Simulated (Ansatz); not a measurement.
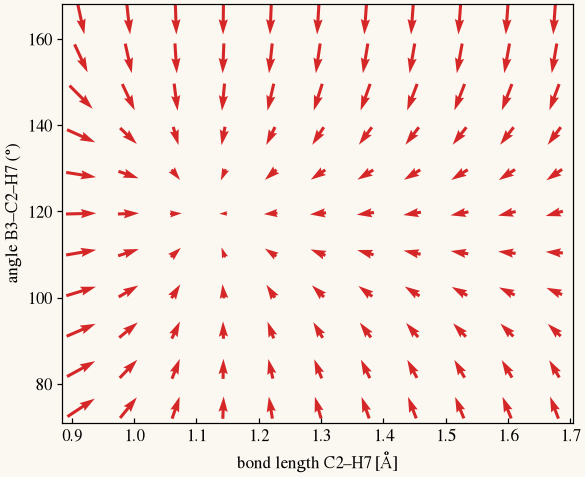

CH₃BFNS, SMILES N=CB(F)S. 
- Coordinates scanned: (1) bond length C2–H7; (2) angle B3–C2–H7.
- Nothing is relaxed (all other coordinates rigid).
- Grid: 11 × 11 points.
- The reference is spin-restricted, which grows unreliable where a bond is stretched far.
- These are results of RKS PBE-D4/def2-SVP in Ansatz 0.2.0, not measurements.

The picture shows arrows along the force (downhill), their lengths compressed.

Question: The arrows alone are given. Where is the energy lowest?

Answer: The arrows converge at about bond length C2–H7 = 1.116 Å, angle B3–C2–H7 = 120° (read from the interpolated surface).

The energy map of the same scan:

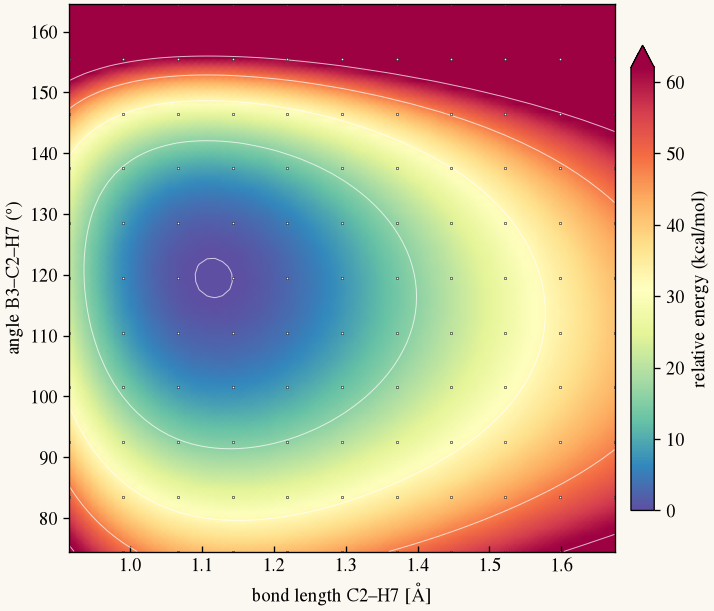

Energies are in kcal/mol, from the lowest grid point; between grid points the surface is interpolated.
